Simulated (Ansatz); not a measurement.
C4H14OSi2

```yaml
atoms:
  - { symbol: C, position_ang: [0.4091, 0.9445, 2.3003] }
  - { symbol: Si, position_ang: [0.6669, -0.5024, 1.1538] }
  - { symbol: C, position_ang: [0.6388, -2.1176, 2.0758] }
  - { symbol: O, position_ang: [-0.5179, -0.5352, 0.0209] }
  - { symbol: Si, position_ang: [-1.0119, 0.1113, -1.4033] }
  - { symbol: C, position_ang: [-0.9038, 1.9730, -1.3405] }
  - { symbol: C, position_ang: [0.0193, -0.5665, -2.7996] }
  - { symbol: H, position_ang: [1.1933, 0.9816, 3.0616] }
  - { symbol: H, position_ang: [0.4291, 1.8896, 1.7522] }
  - { symbol: H, position_ang: [-0.5548, 0.8693, 2.8108] }
  - { symbol: H, position_ang: [1.9848, -0.3431, 0.4661] }
  - { symbol: H, position_ang: [-0.3216, -2.2594, 2.5784] }
  - { symbol: H, position_ang: [0.7912, -2.9575, 1.3941] }
  - { symbol: H, position_ang: [1.4268, -2.1483, 2.8332] }
  - { symbol: H, position_ang: [-2.4324, -0.2963, -1.5872] }
  - { symbol: H, position_ang: [-1.4932, 2.3735, -0.5120] }
  - { symbol: H, position_ang: [0.1311, 2.3038, -1.2137] }
  - { symbol: H, position_ang: [-1.2836, 2.4141, -2.2663] }
  - { symbol: H, position_ang: [1.0701, -0.2879, -2.6809] }
  - { symbol: H, position_ang: [-0.0398, -1.6570, -2.8347] }
  - { symbol: H, position_ang: [-0.3261, -0.1790, -3.7621] }
```

Geometry: PBE0-D4/def2-TZVP.

Theory: RKS PBE0-D4/def2-TZVPP in Ansatz 0.2.0.

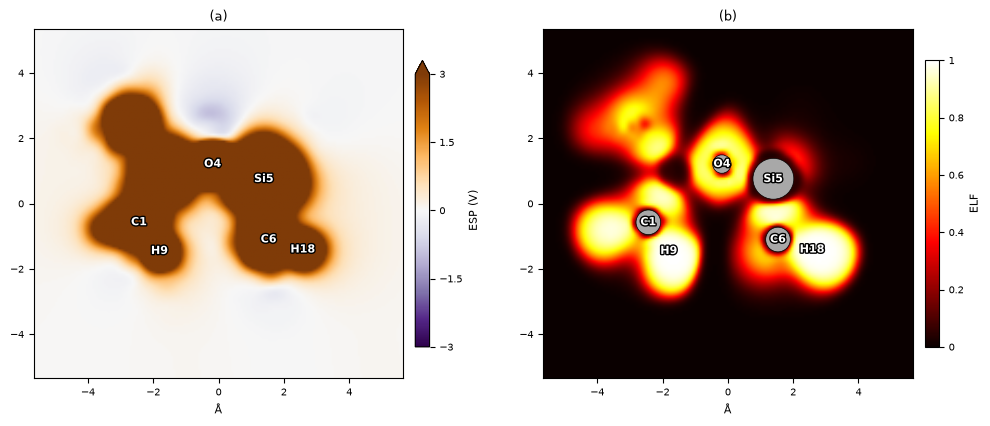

Figure 1. (a) electrostatic potential; (b) ELF on the plane of atoms O4, Si5 and C6. Grey discs cover the atomic cores in the ELF map.

Question: What do the fields say about this system?

Answer: Atoms in the plane: C, O, Si and H. Si–O (1.64 Å): the ELF peaks at about 0.85 between the atoms (a shared but strongly polarised pair). C–Si (1.87 Å): the ELF peaks at about 0.95 between the atoms (a shared electron pair). C–H (1.09 Å): the ELF climbs to about 1 towards the hydrogen, as it does in any bond to H (an ordinary covalent bond to hydrogen). The ELF also peaks beside O4, away from the bonds: lone-pair regions. Outside the dense part of the molecule the potential is most negative (−0.9 V) near O4.

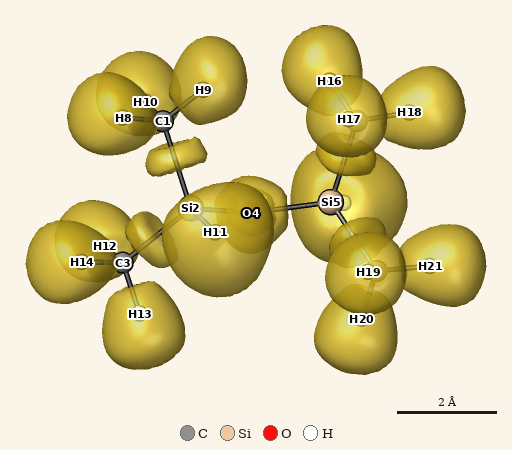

Figure 2. Isosurface of the ELF at 0.8 (yellow), seen across its widest extent. Core shells and regions of very low density are left out.

Question: Where are the electrons localised?

Answer: The surface consists of four regions between bonded C–Si atoms (shared pairs), 14 regions around hydrogen nuclei and one region wrapped around O (its lone pairs, merged into a ring or cap). Profiles from the grid: C–Si (1.86 Å): the ELF peaks at about 0.95 between the atoms, as expected for a shared electron pair.

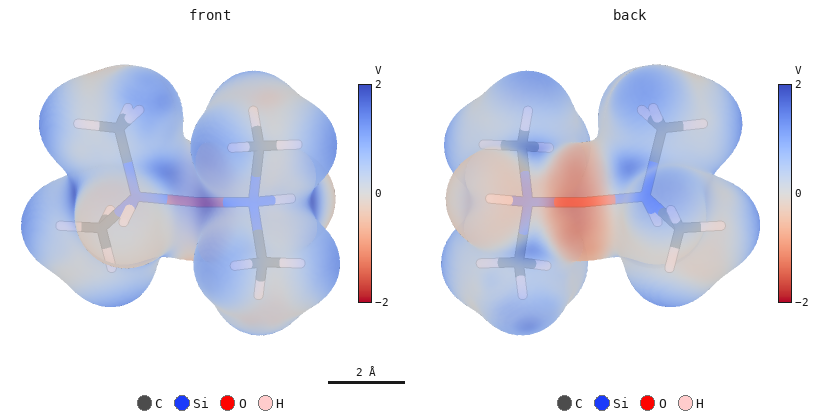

Figure 3. The electrostatic potential painted on the density surface at 0.004 e/bohr³, seen from the front and from behind; red is negative and blue positive.

Question: Where is the surface potential most negative and most positive?

Answer: The most negative region (about −1.1 V) lies over O4, the most positive (about +1.5 V) over Si2 and Si5. O4 is the likeliest acceptor of a hydrogen bond.
